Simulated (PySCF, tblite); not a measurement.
**C4H11PSSi: geometry, infrared bands and NMR shifts**

Aim: predict the infrared bands and NMR shifts of C4H11PSSi (`CC[Si]1(P)CSC1`).

The runs use tblite 0.8.0 and PySCF 2.14.0, with density-fitted response routines of our own; the level of theory stands in each step. All values are computed, except where a source is named. Atoms are numbered from 0 throughout.

### Step 1. The molecule as given

18 atoms, charge 0, multiplicity 1; geometry from: force field or distance geometry start.

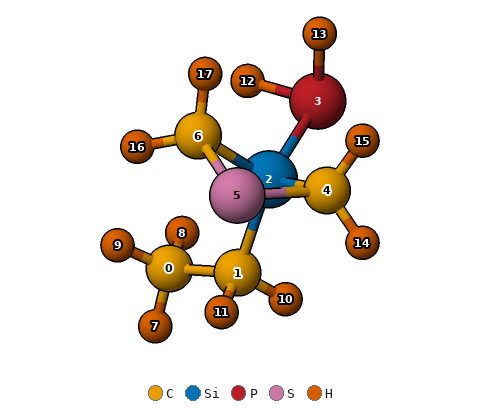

As it starts; carbon amber, silicon blue, phosphorus red, sulfur pink, hydrogen orange, atoms numbered.

### Step 2. Relaxing the molecule with GFN2-xTB

The job: settings as JSON, then the geometry in Å.

```
{"job": {"kind": "relax", "xc": "GFN2-xTB", "basis": "xTB"}, "charge": 0, "multiplicity": 1}
C     -2.101000     0.825500     0.723900
C     -1.333400     0.425900    -0.529200
Si     0.470700     0.058100    -0.279600
P      1.633000     1.829500     0.286100
C      1.207600    -0.954600    -1.649800
S      0.623200    -2.484500    -0.802300
C      0.798700    -1.462500     0.727900
H     -3.152500     1.013700     0.472000
H     -1.706800     1.744300     1.169400
H     -2.086600     0.043000     1.493700
H     -1.439600     1.216700    -1.266500
H     -1.828600    -0.458700    -0.949900
H      1.152600     1.957400     1.630000
H      2.833500     1.157600     0.655200
H      0.767600    -0.794800    -2.645200
H      2.295400    -0.894700    -1.724700
H      0.060200    -1.691200     1.506700
H      1.797000    -1.524400     1.170800
```

The run is started by

```bash
> OMP_NUM_THREADS=1 python probes_run.py task.json out
```

This one command runs all jobs of the session in turn.

**Question.** This job is followed by: GFN2-xTB harmonic vibrations, gas phase; GIAO PBE0/pcSseg-1 NMR shielding, non-relativistic, gas phase. What will the session give for the following? strongest single infrared mode (GFN2-xTB); zero-point energy (GFN2-xTB); ¹³C shifts against TMS (PBE0/pcSseg-1, means over atoms taken as alike); ¹H shifts against TMS (PBE0/pcSseg-1, means over atoms taken as alike); ²⁹Si shifts against TMS (PBE0/pcSseg-1); ³¹P shifts against H3PO4 (PBE0/pcSseg-1); ³³S shifts against CS2 (PBE0/pcSseg-1).

**Answer**, as computed:

| quantity | value |
| --- | --- |
| strongest single infrared mode (GFN2-xTB) | 756 cm⁻¹, 139 km/mol |
| zero-point energy (GFN2-xTB) | 86.6 kcal/mol |
| ¹³C shifts against TMS (PBE0/pcSseg-1, means over atoms taken as alike) | 25.7, 15.5, 9.4 ppm |
| ¹H shifts against TMS (PBE0/pcSseg-1, means over atoms taken as alike) | 2.74, 2.44, 1.37, 1.08, 0.95 ppm |
| ²⁹Si shifts against TMS (PBE0/pcSseg-1) | 40.2 ppm |
| ³¹P shifts against H3PO4 (PBE0/pcSseg-1) | -284.0 ppm |
| ³³S shifts against CS2 (PBE0/pcSseg-1) | -56 ppm |

What this shows: Over 120 steps the energy fell by 0.437 eV; of the close pairs, Si2–C6 changed most, 1.853 to 1.928 Å. No mode is imaginary among the 48: a minimum at this level. The strongest single mode, at 756 cm⁻¹, is spread over many atoms; the largest shares are those of Si2, C6. Unscaled tight-binding wavenumbers are off by several per cent, some by more. Its intensities can rank the bands wrongly. At PBE0/pcSseg-1: The largest span, 551 ppm, is at S5, where the paramagnetic term is -495 ppm.
